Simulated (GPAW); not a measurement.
# Surface energy and work function of Na(110) from slabs of 3 to 12 layers (RPBE)

How do energy and work function of Na(110) films settle with thickness, and what surface energy follows?

How it was computed: GPAW 26.7.0, plane waves at 450 eV with PAW setups; symmetric 1×1 slabs cut at the tabulated lattice constant (two decimals; low-temperature values for the alkali metals), atoms at bulk places, 7.5 Å of vacuum on each side, one in-plane mesh for all thicknesses, Fermi-Dirac smearing of 0.1 eV. Energies are extrapolated to zero smearing and count from the program's reference atoms. Functional RPBE. The cell's area is 12.652 Å².

What came out, but for one run:

| layers | energy (eV) | work function (eV) |
| --- | --- | --- |
| 3 | −3.3288 | 2.85 |
| 4 | −4.5280 | 2.81 |
| 5 | −5.7374 | 2.78 |
| 6 | −6.9425 | 2.76 |
| 7 | −8.1537 | 2.76 |
| 8 | −9.3552 | 2.77 |
| 9 | −10.5648 | 2.77 |
| 10 | −11.7666 | 2.78 |
| 11 | −12.9713 | 2.77 |
| 12 | ? | ? |

To predict: What surface energy do these runs give, and what energy and work function should the 12-layer slab have?

A: A slab of n layers has E(n) = nε + 2Aγ once its middle is bulk-like. A line through n = 6 to 11 has the slope ε = −1.2055 eV a layer and the intercept 2Aγ = 0.2877 eV (r.m.s. residual 2.2 meV). So γ = 0.2877 / (2 × 12.652 Å²) = 0.0114 eV/Å² = 0.18 J/m², with a standard error of under 0.01 J/m² from the scatter about the line. For 12 layers: 0.2877 + 12 × (−1.2055) = −14.178 eV; the run gives −14.178 eV, 0.4 meV over the line. The work function has no such law: from 6 to 11 layers it moves between 2.76 and 2.78 eV (mean 2.77), and the 12-layer slab gives 2.77 eV. The thinnest slab, 3 layers, lies +0.08 eV from that mean.

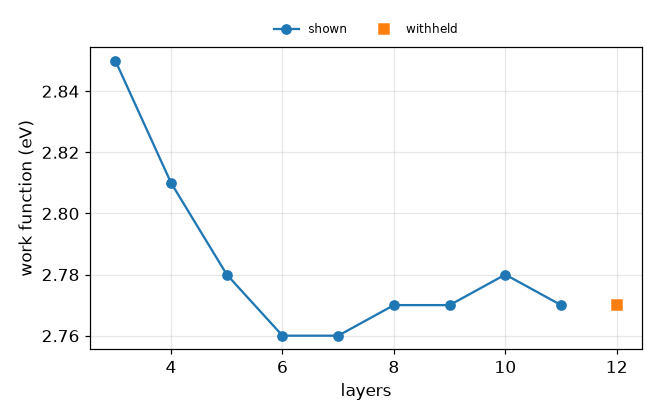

Work function against thickness.

Caveats: The surfaces are unrelaxed, so γ is an upper bound for this functional and lattice constant. The tabulated lattice constant isn't the functional's own, which strains the slab a little.
